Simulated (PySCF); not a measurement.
# One shape, several levels: AsH3 (SMILES [H][As]([H])[H])

We compute a comparison of 6 runs (B2PLYP/SBKJC, SVWN5/SBKJC, UPBE0/SBKJC, BCCD(T)/SBKJC, CCSD(T)/SBKJC, FCI/SBKJC) of AsH3. Input form: a Python script.

The calculation is run with PySCF 2.14.0.

2 further runs of the same task are left out: 2 set aside as unsound or not needed.

### Step 1. The structure to begin with

AsH3 has 4 atoms, charge 0, and is taken as a singlet. As SMILES, `[H][As]([H])[H]`. One bond was lengthened or shortened from a relaxed shape.

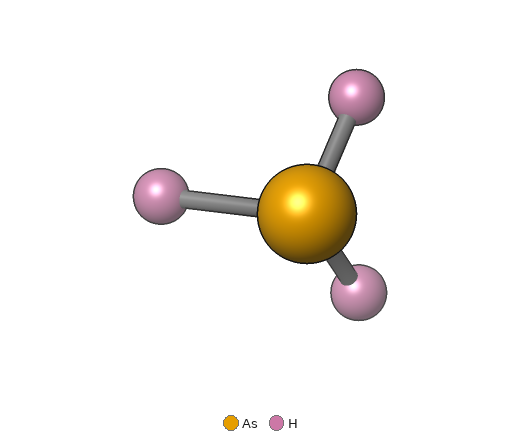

The structure, seen from a chosen angle (arsenic amber, hydrogen pink).

### Step 2. The energy at B2PLYP/SBKJC (core potential) (run 1)

The input, calc.py:

```python
from pyscf import gto, dft, mp

system = gto.M(
    atom='''
As   0.120609   0.213999   0.830271
H    1.341499   0.178759  -0.033649
H   -0.457801   1.269539  -0.058039
H   -0.629370  -1.036930  -0.215680
''',
    basis='sbkjc',
    charge=0,
    ecp={'As': 'sbkjc'},
    max_memory=1860,
    verbose=4,
)

mf = dft.RKS(system, xc='0.53*HF + 0.47*B88, 0.73*LYP')
mf.conv_tol = 1e-10
mf.grids.level = 5
mf.kernel()
if not mf.converged:
    mf = mf.newton().run(mf.mo_coeff, mf.mo_occ)

pt = mp.MP2(mf).run()
etot = mf.e_tot + 0.27 * pt.e_corr
print('PT2 part  %.8f' % (0.27 * pt.e_corr))
print('E = %.10f Eh' % etot)
```

On the command line:

```sh
$ OMP_NUM_THREADS=1 python calc.py
```

Output:

```text
PySCF version 2.14.0

[... 68 lines left out ...]
converged SCF energy = -7.8552998053958
[... 1 line left out ...]
******** <class 'pyscf.mp.mp2.RMP2'> ********
nocc = 4, nmo = 14
E(RMP2) = -7.93088147542943  E_corr = -0.075581670033626
E(SCS-RMP2) = -7.94217071137505  E_corr = -0.0868709059792497
E_corr(same-spin) = -0.00441588237819404
E_corr(oppo-spin) = -0.071165787655432
PT2 part  -0.02040705
E = -7.8757068563 Eh
```

It took 1.4 s on 1 thread of Arm Neoverse V1, shared host; peak memory 0.17 GiB.

### Step 3. A single-point energy at SVWN5/SBKJC (core potential) (run 2)

The input, run.py:

```python
from pyscf import gto, dft

system = gto.M(
    atom='''
As     0.120609     0.213999     0.830271
H      1.341499     0.178759    -0.033649
H     -0.457801     1.269539    -0.058039
H     -0.629370    -1.036930    -0.215680
''',
    basis='sbkjc',
    ecp={'As': 'sbkjc'},
    verbose=4,
    max_memory=1860,
)

mf = dft.RKS(system)
mf.xc = 'svwn'
mf.grids.level = 5
mf.conv_tol = 1e-10
mf.kernel()
if not mf.converged:
    mf = mf.newton().run(mf.mo_coeff, mf.mo_occ)

etot = mf.e_tot
print('Final energy', etot)
```

On the command line:

```sh
$ OMP_NUM_THREADS=1 python run.py
```

Output:

```text
PySCF version 2.14.0

[... 70 lines left out ...]
converged SCF energy = -7.89330895123139
Final energy -7.893308951231392
```

Run time: 1.3 s. Hardware: 1 thread of Arm Neoverse V1, shared host; peak memory 0.13 GiB.

Runs 3 to 5 aren't shown in full; the table further down has their settings and results.

### Step 4. The energy at FCI/SBKJC (core potential) (run 6)

The input, geometry.xyz:

```xyz
4
AsH3
As     0.120609     0.213999     0.830271
H      1.341499     0.178759    -0.033649
H     -0.457801     1.269539    -0.058039
H     -0.629370    -1.036930    -0.215680
```

The input, job.py:

```python
from pyscf import gto, mcscf
from pyscf import fci

mol = gto.M(
    atom='geometry.xyz',
    verbose=4,
    max_memory=1860,
    ecp={'As': 'sbkjc'},
    basis='sbkjc',
)

mf = mol.RHF()
mf.conv_tol = 1e-10
mf.kernel()
if not mf.converged:
    mf = mf.newton().run(mf.mo_coeff, mf.mo_occ)

cas = mcscf.CASCI(mf, mf.mo_coeff.shape[-1] - 0, (mol.nelec[0] - 0, mol.nelec[1] - 0))  # full CI above the frozen core
cas.fcisolver = fci.direct_spin0.FCI(mol)  # even spin states alone
cas.kernel()
print('<S^2> = %.4f' % cas.fcisolver.spin_square(cas.ci, cas.ncas, cas.nelecas)[0])
energy = cas.e_tot
print('E = %.10f Eh' % energy)
```

On the command line:

```sh
$ OMP_NUM_THREADS=1 python job.py
```

Output:

```text
PySCF version 2.14.0

[... 54 lines left out ...]
converged SCF energy = -7.70957008321449
[... 1 line left out ...]
******** <class 'pyscf.mcscf.casci.CASCI'> ********
CAS (4e+4e, 14o), ncore = 0, nvir = 0
natorb = False
canonicalization = True
sorting_mo_energy = False
******** <class 'pyscf.fci.direct_spin0.FCISolver'> ********
max. cycles = 100
conv_tol = 1e-10
davidson only = False
linear dependence = 1e-14
level shift = 0.001
max iter space = 12
nroots = 1
pspace_size = 400
spin = None
Density matrix diagonal elements [1.98697498e+00 1.96054206e+00 1.94142920e+00 1.95149354e+00
 5.84467259e-02 2.76371708e-02 9.71243686e-03 1.10193386e-02
 1.38611855e-02 2.40161202e-02 4.81097110e-03 5.11911535e-03
 4.38315032e-03 5.53997203e-04]
CASCI converged
CASCI E = -7.79367027346091  E(CI) = -13.5127332502886  S^2 = 0.0000000
<S^2> = 0.0000
E = -7.7936702735 Eh
```

Run time: 17 s. Hardware: 1 thread of Arm Neoverse V1, shared host; peak memory 0.33 GiB.

### Step 5. Overview of the runs

```
run                           level  frozen core orbitals  follow instability  energy (Eh)  dipole moment (D) of the reference  HOMO energy (eV)  LUMO energy (eV)  wall time
  1   B2PLYP/SBKJC (core potential)                     0                   –    -7.875707                                1.23             -8.90              1.01      1.4 s
  2    SVWN5/SBKJC (core potential)                     –                   –    -7.893309                                1.52             -6.83             -1.07      1.3 s
  3    UPBE0/SBKJC (core potential)                     –                 yes    -7.949445                                1.38             -7.95             -0.20      5.7 s
  4  BCCD(T)/SBKJC (core potential)                     0                   –    -7.793447                                   –                 –                 –     0.87 s
  5  CCSD(T)/SBKJC (core potential)                     0                   –    -7.793452                                1.14            -10.51              2.98     0.76 s
  6      FCI/SBKJC (core potential)                     0                   –    -7.793670                                1.14            -10.51              2.98       17 s
```

### Step 6. What came out

```
                                    quantity        value
                         run 6: total energy  -7.79367 Eh
 run 6: dipole moment (Hartree–Fock density)       1.14 D
  run 6: HOMO energy (Hartree–Fock orbitals)    -10.51 eV
  run 6: LUMO energy (Hartree–Fock orbitals)      2.98 eV
run 6: HOMO–LUMO gap (Hartree–Fock orbitals)     13.50 eV
                   run 6: correlation energy    -84.1 mEh
```

Against full CI in this basis: BCCD(T) +0.2 mEh; CCSD(T) +0.2 mEh. Over runs 1, 2, 3 the dipole moment (its size) runs from 1.23 D (B2PLYP/SBKJC) to 1.52 D (SVWN5/SBKJC). A double hybrid's value is that of its SCF part. Over runs 1, 2, 3 the HOMO–LUMO gap runs from 5.75 eV (SVWN5/SBKJC) to 9.92 eV (B2PLYP/SBKJC). Totals of different functionals can't be ranked against each other. All runs together took 27 s, the longest 17 s.
